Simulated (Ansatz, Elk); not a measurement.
## KLuFe3Co: X-ray structure factors from the self-consistent density

The structure of KLuFe3Co used here is made up (a known structure type with other elements) and was relaxed beforehand with PBEsol. The aim is the Fourier transform of its all-electron density, F(hkl), set beside the sum over free spherical atoms that refinements use.

Program: Elk 11.2.3 (patched build). Level of theory: DFT, PBE, all-electron APW+lo, Dirac cores, scalar-relativistic bands, static density, ferromagnetic start. Results are calculated unless marked as measured.

The structure was built from a prototype and need not be the compound's stable phase.

**1. Starting point**

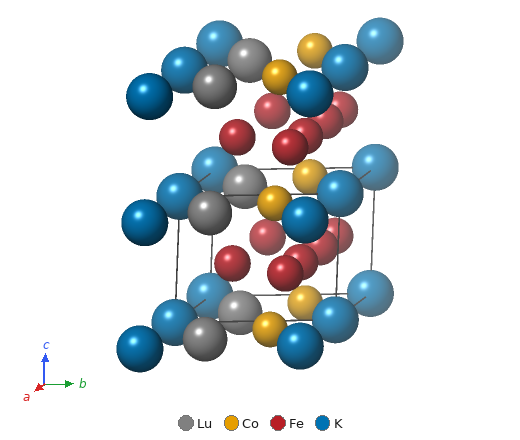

Start, viewed slightly off an axis; lutetium grey, cobalt orange, iron red, potassium blue. 2×1×2 cells are drawn. Some periodic images of atoms are drawn too.

**2. Ground state and structure factors**

An all-electron density is needed, since X-rays see the cores too. Task 0 finds the density and task 195 Fourier-transforms it; tshift is off so that phases refer to the origin typed.

File elk.in:

```
tasks
  0
  195
  196

xctype
  20

spinpol
  .true.

rgkmax
  7.0

gmaxvr
  14.0

lmaxo
  7

lmaxapw
  8

swidth
  0.002

tshift
  .false.

ramdisk
  .false.

hmaxvr
  5.5

maxscl
  120

epspot
  1e-06

reducebf
  0.8

sppath
  './'

avec
  10.14578862717 -0.00000000000 0.00000000000
  -5.07289431358 8.78651069255 0.00000000000
  0.00000000000 0.00000000000 7.70132431784

atoms
  4
  'Lu.in'
  1
  0.6666666667 0.3333333333 0.0000000000   0.000000 0.000000 0.000000
  'Co.in'
  1
  0.3333333333 0.6666666667 0.0000000000   0.000000 0.000000 -0.065000
  'Fe.in'
  3
  0.1928931374 0.3857862749 0.5000000000   0.000000 0.000000 -0.115000
  0.1928931374 0.8071068626 0.5000000000   0.000000 0.000000 -0.115000
  0.6142137251 0.8071068626 0.5000000000   0.000000 0.000000 -0.115000
  'K.in'
  1
  -0.0000000000 0.0000000000 0.0000000000   0.000000 0.000000 0.000000

ngridk
  4 4 5
```

The run is started by

```console
$ OMP_NUM_THREADS=4 elk
```

Numbers of over 12 decimals in the logs are rounded to 6 here.

The log of the run:

```text
┌─────────────────────────┐
│ Elk code version 11.2.3 │
└─────────────────────────┘

All units are atomic (Hartree, Bohr, etc.)

┌─────────────────────────────────────────────────┐
│ Ground-state run starting from atomic densities │
└─────────────────────────────────────────────────┘

Lattice vectors :
   10.14578863      -0.000000000       0.000000000
  -5.072894314       8.786510693       0.000000000
   0.000000000       0.000000000       7.701324318

Reciprocal lattice vectors :
  0.6192899870      0.3575472407      -0.000000000
   0.000000000      0.7150944814      -0.000000000
  -0.000000000      -0.000000000      0.8158577730

Unit cell volume      :    686.5428757
Brillouin zone volume :   0.3613033100

Muffin-tin inner radius fraction :   0.1000000000E-01

Nuclei treated as point charges

Species : 1 (Lu)
 parameters loaded from : Lu.in
 name : lutetium
 nuclear charge    :   -71.00000000
 electronic charge :    71.00000000
 atomic mass :    318945.3298
 muffin-tin radius :    2.800000000
 number of radial points in muffin-tin :   1393
 inner part over the whole radius :   0.9962478555E-02
 number on inner part of muffin-tin    :    999
 approximate nuclear radius :   0.9954169502E-04
 number of mesh points to nuclear radius :    517
 atomic positions (lattice), magnetic fields (Cartesian) :
  1 :   0.66666667  0.33333333  0.00000000    0.00000000  0.00000000  0.00000000

Species : 2 (Co)
 parameters loaded from : Co.in
 name : cobalt
 nuclear charge    :   -27.00000000
 electronic charge :    27.00000000
 atomic mass :    107428.6517
 muffin-tin radius :    2.400000000
 number of radial points in muffin-tin :    993
 inner part over the whole radius :   0.9997676968E-02
 number on inner part of muffin-tin    :    701
 approximate nuclear radius :   0.7243775530E-04
 number of mesh points to nuclear radius :    333
 atomic positions (lattice), magnetic fields (Cartesian) :
  1 :   0.33333333  0.66666667  0.00000000    0.00000000  0.00000000 -0.06500000

Species : 3 (Fe)
 parameters loaded from : Fe.in
 name : iron
 nuclear charge    :   -26.00000000
 electronic charge :    26.00000000
 atomic mass :    101799.2075
 muffin-tin radius :    2.112314814
 number of radial points in muffin-tin :    993
 inner part over the whole radius :   0.9960419098E-02
 number on inner part of muffin-tin    :    698
 approximate nuclear radius :   0.7160107270E-04
 number of mesh points to nuclear radius :    334
 atomic positions (lattice), magnetic fields (Cartesian) :
  1 :   0.19289314  0.38578627  0.50000000    0.00000000  0.00000000 -0.11500000
  2 :   0.19289314  0.80710686  0.50000000    0.00000000  0.00000000 -0.11500000
  3 :   0.61421373  0.80710686  0.50000000    0.00000000  0.00000000 -0.11500000

Species : 4 (K)
 parameters loaded from : K.in
 name : potassium
 nuclear charge    :   -19.00000000
 electronic charge :    19.00000000
 atomic mass :    71271.84090
 muffin-tin radius :    2.400000000
 number of radial points in muffin-tin :    993
 inner part over the whole radius :   0.9891652203E-02
 number on inner part of muffin-tin    :    697
 approximate nuclear radius :   0.6514746337E-04
 number of mesh points to nuclear radius :    319
 atomic positions (lattice), magnetic fields (Cartesian) :
  1 :   0.00000000  0.00000000  0.00000000    0.00000000  0.00000000  0.00000000

Total number of atoms per unit cell :    6
Total muffin-tin volume :    326.2005578
 ratio of muffin-tin to unit cell volume :   0.4751350125

Spin treatment :
 spin-polarised
 global magnetic field (Cartesian) :    0.000000000       0.000000000       0.000000000
 collinear magnetisation in z-direction

Number of Bravais lattice symmetries :   24
Number of crystal symmetries         :   12
Crystal has no inversion symmetry
Complex Hermitian eigensolver will be used

k-point grid :      4     4     5
k-point offset :    0.000000000       0.000000000       0.000000000
k-point set is reduced with full crystal symmetry group
Total number of k-points :       15

[...]
┌──────────────────┐
│ Loop number : 28 │
└──────────────────┘

Energies :
 Fermi                       :     0.262375
 sum of occupied eigenvalues :     -12279.520472657
 electron kinetic            :      22145.561839513
 core electron kinetic       :      21062.969174457
 Coulomb                     :     -41977.134189043
 Coulomb potential           :     -33690.887846199
 nuclear-nuclear             :     -2132.8065058667
 electron-nuclear            :     -46051.408362260
 Hartree                     :      6207.0806790838
 Madelung                    :     -25131.690265943
 xc potential                :     -733.78166969584
 xc effective B-field        :    -0.412787
 external B-field            :      0.000000
 exchange                    :     -553.46309564352
 correlation                 :     -9.881984
 electron entropic           :    -0.21194865348316E-02
 total energy                :     -20394.919548285
 (external B-field energy excluded from total)

Density of states at Fermi energy :    164.3281828
 (states/Hartree/unit cell)

Estimated indirect band gap :   0.6752743209E-03
 from k-point 11 to k-point 15
Estimated direct band gap   :   0.3720348536E-02
 at k-point 3

Charges :
 core                        :    98.00000000
 valence                     :    97.00000000
 interstitial                :    8.617382853
 muffin-tins (core leakage)
  species : 1 (Lu)
[...]
species : 2 (Co)
[...]
species : 3 (Fe)
[...]
species : 4 (K)
[...]
total in muffin-tins        :    186.3826171
 total calculated charge     :    194.9992796
 total charge                :    195.0000000
 error                       :   0.7203576808E-03

Moments :
 interstitial                :  -0.1257093941
 muffin-tins
  species : 1 (Lu)
[...]
species : 2 (Co)
[...]
species : 3 (Fe)
[...]
species : 4 (K)
[...]
total in muffin-tins        :    8.205073212
 total moment                :    8.079363818

RMS change in Kohn-Sham potential (target) :   0.7219011969E-06 (  0.1000000000E-05)
Absolute change in total energy (target)   :   0.3986353113E-04 (  0.1000000000E-03)

Convergence targets achieved

┌──────────────────┐
│ Loop number : 29 │
└──────────────────┘

Energies :
 Fermi                       :     0.262375
 sum of occupied eigenvalues :     -12279.520478465
 electron kinetic            :      22145.561894078
 core electron kinetic       :      21062.969194670
 Coulomb                     :     -41977.134224759
 Coulomb potential           :     -33690.887829377
 nuclear-nuclear             :     -2132.8065058667
 electron-nuclear            :     -46051.408451314
 Hartree                     :      6207.0807324217
 Madelung                    :     -25131.690310071
 xc potential                :     -733.78175179556
 xc effective B-field        :    -0.412786
 external B-field            :      0.000000
 exchange                    :     -553.46309949411
 correlation                 :     -9.881984
 electron entropic           :    -0.21194770630239E-02
 total energy                :     -20394.919533288
 (external B-field energy excluded from total)

Density of states at Fermi energy :    164.3271437
 (states/Hartree/unit cell)

Estimated indirect band gap :   0.6753491710E-03
 from k-point 11 to k-point 15
Estimated direct band gap   :   0.3720403495E-02
 at k-point 3

Charges :
 core                        :    98.00000000
 valence                     :    97.00000000
 interstitial                :    8.617380363
 muffin-tins (core leakage)
  species : 1 (Lu)
[...]
species : 2 (Co)
[...]
species : 3 (Fe)
[...]
atom 2                    :    24.36889642     ( -0.2184841996E-06)
   atom 3                    :    24.36889642     ( -0.2184841996E-06)
  species : 4 (K)
   atom 1                    :    17.84582100     ( -0.1000095438E-06)
 total in muffin-tins        :    186.3826196
 total calculated charge     :    194.9992796
 total charge                :    195.0000000
 error                       :   0.7203583565E-03

Moments :
 interstitial                :  -0.1257090168
 muffin-tins
  species : 1 (Lu)
[...]
species : 2 (Co)
[...]
species : 3 (Fe)
[...]
atom 2                    :    2.378075466
   atom 3                    :    2.378075466
  species : 4 (K)
   atom 1                    :   0.2064904132E-01
 total in muffin-tins        :    8.205064617
 total moment                :    8.079355600

┌──────────────────────────────┐
│ Self-consistent loop stopped │
└──────────────────────────────┘

Warning : core states of species 2 leak from the muffin-tin :   0.4860330979E-03

Wrote STATE.OUT
```

Wall time 7.5 min (4 threads of INTEL XEON PLATINUM 8581C at 2.10GHz (Emerald Rapids), shared host); peak memory 0.78 GiB; 27 min of CPU time.

SFACRHO.OUT:

```text

h k l indices transformed by vhmat matrix:
   1.000000000       0.000000000       0.000000000    
   0.000000000       1.000000000       0.000000000    
   0.000000000       0.000000000       1.000000000    

      h      k      l  multipl.   |H|            Re(F)            Im(F)           |F|

      0      0      0      1   0.0000000       195.00000      0.42989813E-16   195.00000    
      1      0      0      3  0.71509448      -30.252129      -7.1782848       31.092107    
      0      1      0      3  0.71509448      -30.252129       7.1782848       31.092107    
      0      0      1      2  0.81585777       36.279500      0.79320614E-14   36.279500    
     -1      0      1      6   1.0848889      -26.591231       60.606407       66.183307    
     -1      1      1      6   1.0848889      -26.591231      -60.606407       66.183307    
     -1      2      0      6   1.2385800       80.962853     -0.34281527E-07   80.962853    
     -2      0      0      3   1.4301890      -53.029318      -78.100955       94.402689    
      0     -2      0      3   1.4301890      -53.029318       78.100955       94.402689    
     -1      2     -1     12   1.4831400       106.13647     -0.15106114E-07   106.13647    
      0      0     -2      2   1.6317155       143.98769      0.13750188E-13   143.98769    
      0     -2     -1      6   1.6465310     -0.51701773      -9.7009384       9.7147060    
      2     -2      1      6   1.6465310     -0.51701760       9.7009383       9.7147059    
      0      1     -2      6   1.7815319      -26.033154       10.378360       28.025622    
      0     -1      2      6   1.7815319      -26.033154      -10.378360       28.025622    
      2     -3      0      6   1.8919622      0.28216569       28.488694       28.490091    
      3     -1      0      6   1.8919622      0.28216581      -28.488694       28.490091    
      2     -1      2     12   2.0485546       68.373100      0.30001027E-07   68.373100
```

Elk indexes on the primitive cell of elk.in and gives |H| = 4π sin θ/λ in inverse bohr. Below, one row stands for each form hkl of the conventional cell (m members, Friedel mates merged), F is for one primitive cell and the density is static (no thermal factor). Free-atom factors are Waasmaier and Kirfel's, and R is Σm||F|−|F'||/Σm|F|.

```
hkl   m  sin θ/λ (Å⁻¹)  abs F, DFT  neutral atoms   diff.  abs of complex diff.
100   6          0.107      31.092         31.066  +0.026                 0.641
001   2          0.123      36.279         36.747  -0.468                 0.468
101  12          0.163      66.183         66.266  -0.083                 0.113
110   6          0.186      80.963         81.135  -0.172                 0.172
200   6          0.215      94.403         94.830  -0.427                 0.437
111  12          0.223     106.136        106.533  -0.397                 0.397
002   2          0.245     143.988        144.495  -0.507                 0.507
201  12          0.248       9.715         10.123  -0.409                 0.409
102  12          0.268      28.026         28.170  -0.144                 0.277
210  12          0.284      28.490         28.425  +0.065                 0.070
112  12          0.308      68.373         68.463  -0.090                 0.090
211  24          0.310      58.397         58.641  -0.244                 0.303
300   6          0.323      66.099         66.316  -0.217                 0.217
202  12          0.326      80.624         80.894  -0.271                 0.280
301  12          0.345      98.855         99.078  -0.223                 0.247
003   2          0.368      29.749         29.890  -0.141                 0.141
220   6          0.372     104.023        104.161  -0.138                 0.138
212  24          0.376      26.152         26.180  -0.028                 0.037
103  12          0.384      50.381         50.499  -0.118                 0.118
310  12          0.388      35.493         35.658  -0.166                 0.170
221  12          0.392      41.809         41.942  -0.133                 0.133
302  12          0.405      58.715         58.821  -0.106                 0.148
```

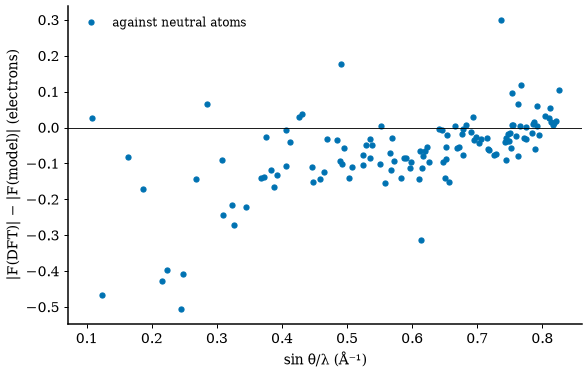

Difference between the calculated structure factors and the independent-atom ones.

**3. The magnetisation density**

The same run holds the spin density, and task 196 transforms it. The order is that of the start, and no other was tried.

SFACMAG_1.OUT:

```text

h k l indices transformed by vhmat matrix:
   1.000000000       0.000000000       0.000000000    
   0.000000000       1.000000000       0.000000000    
   0.000000000       0.000000000       1.000000000    

      h      k      l  multipl.   |H|            Re(F)            Im(F)           |F|

      0      0      0      1   0.0000000       8.0793559     -0.11708663E-17   8.0793559    
      1      0      0      3  0.71509448     -0.34200863       3.7692425       3.7847271    
      0      1      0      3  0.71509448     -0.34200863      -3.7692425       3.7847271    
      0      0      1      2  0.81585777      -5.4265838      0.68490951E-15   5.4265838    
     -1      0      1      6   1.0848889     -0.52545414       1.3129465       1.4141890    
     -1      1      1      6   1.0848889     -0.52545414      -1.3129465       1.4141890    
     -1      2      0      6   1.2385800     -0.38022511     -0.15888076E-09  0.38022511    
     -2      0      0      3   1.4301890      -2.7849658      -2.9776780       4.0770824    
      0     -2      0      3   1.4301890      -2.7849658       2.9776780       4.0770824    
     -1      2     -1     12   1.4831400       2.2883999      0.13809905E-08   2.2883999    
      0      0     -2      2   1.6317155       5.1305476      0.10041545E-14   5.1305476    
      0     -2     -1      6   1.6465310       1.5364779      -4.1929287       4.4655812    
      2     -2      1      6   1.6465310       1.5364779       4.1929287       4.4655812    
      0      1     -2      6   1.7815319     -0.53715234      -2.3173309       2.3787717    
      0     -1      2      6   1.7815319     -0.53715234       2.3173309       2.3787717    
      2     -3      0      6   1.8919622       1.3799561     -0.92196585       1.6596084
```

The total moment is 8.08 μB a cell; sphere moments: Lu1 -0.23, Co2 +1.28, Fe3 +2.38, Fe4 +2.38, Fe5 +2.38, K6 +0.02 μB. Polarised neutrons measure spin and orbital magnetisation together; without spin-orbit coupling the run gives the spin part:

```
hkl  sin θ/λ (Å⁻¹)  abs F_M (μB)
100          0.107         3.785
001          0.123         5.427
101          0.163         1.414
110          0.186         0.380
200          0.215         4.077
111          0.223         2.288
002          0.245         5.130
201          0.248         4.466
102          0.268         2.379
210          0.284         1.660
112          0.308         0.103
211          0.310         2.033
300          0.323         1.873
202          0.326         2.415
```

[end of part 1 of 2]

[Logs are printed without paths, hosts, clocks, repeated set-up lines and the standing remarks that a program may print on its own settings, such as how far it seeks lower states.]

[Hosts, paths, dates, database ids (printed as entryN), source tags and the programs' standing remarks are cut or masked in the printed files.]
